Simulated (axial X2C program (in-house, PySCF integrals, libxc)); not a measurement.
**WBr: Ω levels from open-shell CI on d4 s1 p(π)0**

Which Ω levels does WBr have in the configuration d4 s1 p(π)0, and how far apart?

Method: two-component X2C, average-of-configuration Hartree–Fock and CI in the open shells; program: an in-house X2C program for linear molecules on PySCF integrals.

All values are calculated.

## 1. Input

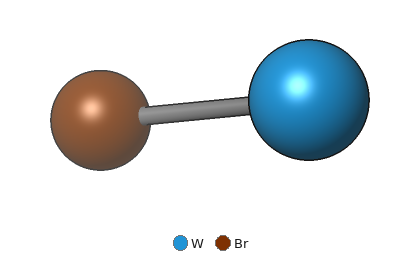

The atoms on one line, bond 2.551 Å (tungsten blue, bromine brown).

Contents of task.json:

```json
{"zs": [74, 35], "q": 0, "bas": ["dyall-v3z", "dyall-v3z"], "r0": 2.51, "metal": 0, "shells": [[2, [0, 1, 2], 4], [0, [0], 1], [1, [1], 0]], "fix": 0, "emax": 3.2, "nroots": 4}
```

Keys: zs atomic numbers; q charge; bas basis sets; r0 starting distance in Å; metal index of the metal atom; shells open shells as [l, |m| values, electrons]; fix electron count of the first shell held; emax energy window in eV; nroots roots for each Ω.

Run with:

```
> python soci.py task.json out
```

Two-component X2C with atomic mean-field Coulomb and Gaunt terms, basis W dyall-v3z, Br dyall-v3z (cores contracted in-house). Orbitals come from Hartree–Fock averaged over the configuration W d4 s1 p(π)0; CI then distributes these electrons over the d, s, p(π) shells of W.

## 2. CI at R = 2.551 Å

Output:

```text
average of configuration d4 s1 p(π)0
basis functions 239  fitting functions 1377
iter      average energy  largest gradient
   1     -18739.342883506   2.81e+01
   2     -18740.222338302   1.52e+01
   3     -18740.642063351   4.60e+00
   4     -18740.672185536   2.16e-01
   5     -18740.674248118   9.24e-02
   6     -18740.674443708   2.41e-02
   7     -18740.674546736   4.14e-03
   8     -18740.674554551   4.37e-03
   9     -18740.674557156   2.60e-03
  10     -18740.674557609   4.46e-04
  11     -18740.674557791   1.06e-03
  12     -18740.674557925   7.56e-04
  13     -18740.674557947   2.59e-04
  14     -18740.674557950   2.66e-05
  15     -18740.674557950   2.59e-05
  16     -18740.674557950   3.55e-06
converged
CI levels
2*Omega        energy/Eh    cm-1   g(par)  dipole/D  leading shell counts
    1    -18740.82782330        0   2.015   -3.423  {'4 1 0': 0.751, '5 0 0': 0.236}
    3    -18740.82620789      355   5.976   -3.555  {'4 1 0': 0.728, '5 0 0': 0.259}
    5    -18740.82342432      965   9.873   -3.823  {'4 1 0': 0.677, '5 0 0': 0.309}
    1    -18740.80902189     4126   3.232   -2.112  {'4 1 0': 0.98}
    3    -18740.80762911     4432   7.436   -2.114  {'4 1 0': 0.979}
    1    -18740.80580615     4832   0.804   -2.452  {'4 1 0': 0.915, '5 0 0': 0.077}
    3    -18740.80401771     5225   4.274   -2.340  {'4 1 0': 0.94, '5 0 0': 0.055}
    5    -18740.80236197     5588   7.881   -2.198  {'4 1 0': 0.972}
    7    -18740.80060912     5973  11.808   -2.120  {'4 1 0': 0.99}
    1    -18740.79657433     6858   4.881   -2.207  {'4 1 0': 0.938}
    3    -18740.78747473     8855   2.246   -2.344  {'4 1 0': 0.927, '5 0 0': 0.035}
    5    -18740.78429081     9554   6.049   -2.135  {'4 1 0': 0.983}
    7    -18740.78209484    10036   9.857   -2.132  {'4 1 0': 0.986}
    9    -18740.78049092    10388  13.660   -2.156  {'4 1 0': 0.981}
    5    -18740.77795908    10944   6.749   -3.257  {'4 1 0': 0.668, '5 0 0': 0.149, '3 2 0': 0.148}
    7    -18740.76885674    12942   9.836   -3.538  {'4 1 0': 0.636, '5 0 0': 0.199, '3 2 0': 0.129}
    7    -18740.75107186    16845   7.969   -2.524  {'4 1 0': 0.786, '3 2 0': 0.094, '5 0 0': 0.093}
    9    -18740.74867753    17370  10.892   -2.633  {'4 1 0': 0.776, '5 0 0': 0.111, '3 2 0': 0.084}
    9    -18740.74406055    18384  11.010   -2.745  {'4 1 0': 0.863, '5 0 0': 0.1}
   11    -18740.73952928    19378  13.680   -2.967  {'4 1 0': 0.848, '5 0 0': 0.137}
    9    -18740.73498923    20375  10.596   -2.740  {'4 1 0': 0.851, '5 0 0': 0.097, '3 2 0': 0.037}
   11    -18740.72710871    22104  12.211   -2.292  {'4 1 0': 0.951, '5 0 0': 0.037}
   13    -18740.72561698    22432  15.747   -2.210  {'4 1 0': 0.978}
   11    -18740.71201774    25416  12.001   -3.353  {'4 1 0': 0.707, '5 0 0': 0.139, '3 2 0': 0.119}
```

Dipoles in the output refer to the first atom as origin.

Run time: 4.6 s. Hardware: 1 thread of Arm Neoverse N1, shared host; peak memory 0.48 GiB.

Active spinors (ω > 0; filled shells left out):

| shell | ω | ε (eV) | character |
| --- | --- | --- | --- |
| d | 3/2 | -3.27 | 100% W d |
| d | 1/2 | -3.00 | 86% W d, 8% W s |
| d | 5/2 | -2.77 | 100% W d |
| d | 1/2 | -2.44 | 90% W d, 4% W s |
| d | 3/2 | -2.36 | 94% W d |
| s | 1/2 | -3.38 | 62% W s, 31% W p, 3% Br p |
| p(π) | 1/2 | 1.33 | 91% W p, 4% W d |
| p(π) | 3/2 | 1.44 | 92% W p, 4% W d |

The levels:

| Ω | energy (cm⁻¹) | g∥ | μ (D) | configuration |
| --- | --- | --- | --- | --- |
| 1/2 | 0 | 2.01 | -3.42 | 75% d4 s1 + 24% d5 |
| 3/2 | 355 | 5.98 | -3.55 | 73% d4 s1 + 26% d5 |
| 5/2 | 965 | 9.87 | -3.82 | 68% d4 s1 + 31% d5 |
| 1/2 | 4126 | 3.23 | -2.11 | 98% d4 s1 |
| 3/2 | 4432 | 7.44 | -2.11 | 98% d4 s1 |
| 1/2 | 4832 | 0.80 | -2.45 | 92% d4 s1 + 8% d5 |
| 3/2 | 5225 | 4.27 | -2.34 | 94% d4 s1 + 6% d5 |
| 5/2 | 5588 | 7.88 | -2.20 | 97% d4 s1 |
| 7/2 | 5973 | 11.81 | -2.12 | 99% d4 s1 |
| 1/2 | 6858 | 4.88 | -2.21 | 94% d4 s1 |
| 3/2 | 8855 | 2.25 | -2.34 | 93% d4 s1 |
| 5/2 | 9554 | 6.05 | -2.13 | 98% d4 s1 |
| 7/2 | 10036 | 9.86 | -2.13 | 99% d4 s1 |
| 9/2 | 10388 | 13.66 | -2.16 | 98% d4 s1 |
| 5/2 | 10944 | 6.75 | -3.26 | 67% d4 s1 + 15% d5 |
| 7/2 | 12942 | 9.84 | -3.54 | 64% d4 s1 + 20% d5 |
| 7/2 | 16845 | 7.97 | -2.52 | 79% d4 s1 + 9% d3 s2 |
| 9/2 | 17370 | 10.89 | -2.63 | 78% d4 s1 + 11% d5 |
| 9/2 | 18384 | 11.01 | -2.75 | 86% d4 s1 + 10% d5 |
| 11/2 | 19378 | 13.68 | -2.97 | 85% d4 s1 + 14% d5 |

g∥ is the magnitude of 2⟨Lz + ge Sz⟩ for the +Ω component. μ is positive if the Br end is positive.

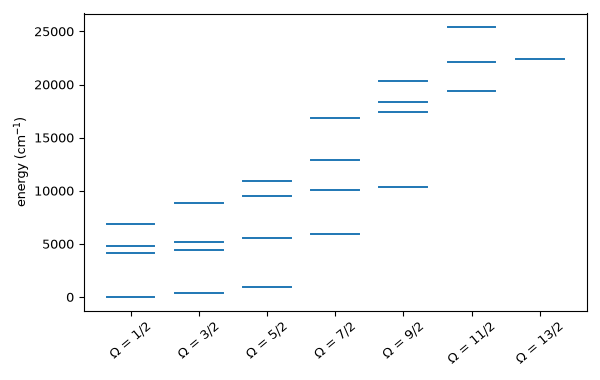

The lowest levels by Ω.

## 3. The same at R = 3.010 Å

| Ω | energy (cm⁻¹) | g∥ | μ (D) | configuration |
| --- | --- | --- | --- | --- |
| 1/2 | 0 | 2.06 | -6.17 | 88% d4 s1 + 12% d5 |
| 3/2 | 460 | 5.98 | -6.27 | 86% d4 s1 + 13% d5 |
| 5/2 | 1280 | 9.78 | -6.49 | 81% d4 s1 + 18% d5 |
| 1/2 | 3020 | 3.11 | -5.57 | 99% d4 s1 |
| 3/2 | 3545 | 6.83 | -5.61 | 99% d4 s1 |
| 1/2 | 3964 | 1.16 | -5.82 | 93% d4 s1 + 6% d5 |
| 3/2 | 4421 | 4.67 | -5.84 | 93% d4 s1 + 6% d5 |
| 5/2 | 4663 | 7.86 | -5.70 | 97% d4 s1 |
| 7/2 | 4995 | 11.78 | -5.62 | 100% d4 s1 |
| 1/2 | 5384 | 4.73 | -5.59 | 98% d4 s1 |

## 4. Curves along the bond

The same input was run at the other distances (logs left out). Energies in cm⁻¹ from the lowest point; levels are followed by energy order within each Ω.

| R (Å) | (1)Ω=1/2 | (1)Ω=3/2 | (1)Ω=5/2 | (2)Ω=1/2 | (2)Ω=3/2 | (3)Ω=1/2 | (3)Ω=3/2 |
| --- | --- | --- | --- | --- | --- | --- | --- |
| 2.372 | 1269 | 1586 | 2127 | 5801 | 6035 | 6432 | 6831 |
| 2.462 | 194 | 530 | 1104 | 4534 | 4801 | 5198 | 5593 |
| 2.551 | 0 | 355 | 965 | 4126 | 4432 | 4832 | 5225 |
| 2.653 | 516 | 893 | 1548 | 4386 | 4740 | 5144 | 5539 |
| 2.755 | 1562 | 1963 | 2663 | 5174 | 5577 | 5988 | 6389 |
| 2.870 | 3133 | 3561 | 4314 | 6467 | 6925 | 7341 | 7761 |
| 3.010 | 5349 | 5809 | 6628 | 8369 | 8894 | 9313 | 9770 |

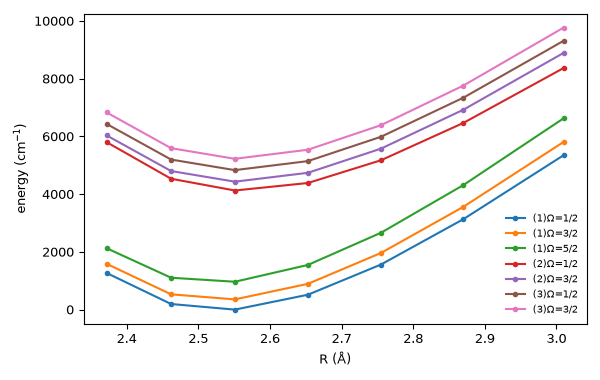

The lowest levels along the scan.

Constants where the minimum is well bracketed:

| level of the curve | Te (cm⁻¹) | Re (Å) | ωe (cm⁻¹) |
| --- | --- | --- | --- |
| (1)Ω=1/2 | 0 | 2.530 | 225.1 |
| (1)Ω=3/2 | 350 | 2.528 | 226.4 |
| (1)Ω=5/2 | 950 | 2.523 | 228.9 |
| (2)Ω=1/2 | 4139 | 2.562 | 209.6 |
| (2)Ω=3/2 | 4449 | 2.556 | 212.6 |
| (3)Ω=1/2 | 4849 | 2.555 | 213.1 |
| (3)Ω=3/2 | 5241 | 2.555 | 213.7 |

## 5. What came out

```
                 quantity                                   value
lowest level of the model  Ω = 1/2, g∥ = 2.01, 75% d4 s1 + 24% d5
               next level                Ω = 3/2, 355 cm⁻¹ higher
  lowest curve, Re and ωe                     2.530 Å, 225.1 cm⁻¹
```

What this shows: In the lowest level ⟨Sz⟩ = 0.51 and ⟨Lz⟩ = -0.01; its leading determinant has weight 0.10 among 649. From 2.551 to 3.010 Å the gap from the lowest to the fifth level goes from 4432 to 3545 cm⁻¹. Without dynamic correlation distances can be off by several hundredths of an Å, and the wavenumbers are rough. Dynamic correlation is missing, so gaps between terms are too wide and other configurations may lie lower; the lowest level listed is that of this model, not necessarily the ground state. For d shells the ligand-field splittings (σ, π, δ) and their order can be off by a thousand cm⁻¹ or more. At most 4 roots were kept for each Ω > 0 (twice that for Ω = 0) within 3.2 eV of the lowest, so higher up levels can be missing between those listed; levels with Ω > 0 are doubly degenerate and listed once, Ω = 0 levels singly. States that fill the shells left empty in the average are placed too high.
